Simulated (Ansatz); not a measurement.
## Response to strain in Al2O3

Take Al$_{2}$O$_{3}$ in the corundum structure (space group R-3c, No. 167; a = 4.729 Å, c = 12.892 Å (hexagonal axes)) as the base.

Strains are applied to the cell and any free atomic positions relax.

Calculations: plane-wave PAW DFT at the LDA level (Ansatz, an electronic-structure program, 420 eV), without spin-orbit coupling.

Notes on the quantities. energy relative to the base: free energy F.

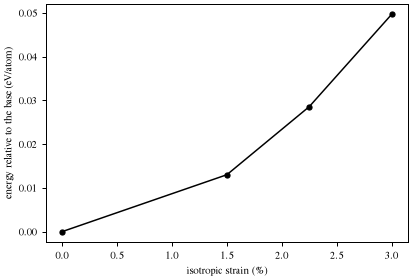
Energy relative to the base against isotropic strain

Task: From the plot, what is the energy relative to the base for isotropic strain +2.25 %?

Result: About 0.029 eV/atom.

Task: Is the trend monotonic over the range shown?

Result: Yes, it rises throughout, spanning 0 meV/atom to +50 meV/atom.

Whether these cells are dynamically stable was not tested.
